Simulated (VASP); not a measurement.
Here is the system:

```xyz
3
Lattice="0.0000 3.1415 3.1415 3.1415 0.0000 3.1415 3.1415 3.1415 0.0000" Properties=species:S:1:pos:R:3 pbc="T T T"
Zr     0.0000     0.0000     0.0000
Si     1.5708     1.5708     1.5708
Si     4.7123     4.7123     4.7123
```

Calculation: r2SCAN meta-GGA, VASP's PBE PAW potentials (set 64) (plane waves; VASP). Numerical set-up: 400 eV cut-off, 10×10×10 Γ-centred mesh, tetrahedra with Blöchl corrections, potentials Zr_sv Si.

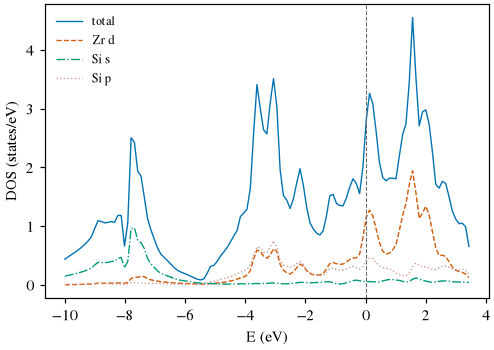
Figure. Total and projected density of states, zero at the Fermi level

Within 2 eV below the Fermi level the largest weight inside VASP's projection spheres is Zr d, then Si p.

It has no gap at this level: it comes out as a metal or semimetal.

The structure was generated: ZrSi2 was put into the fluorite type (Fm-3m), which need not be its known phase. It was relaxed first, which changed the volume by -8 %.
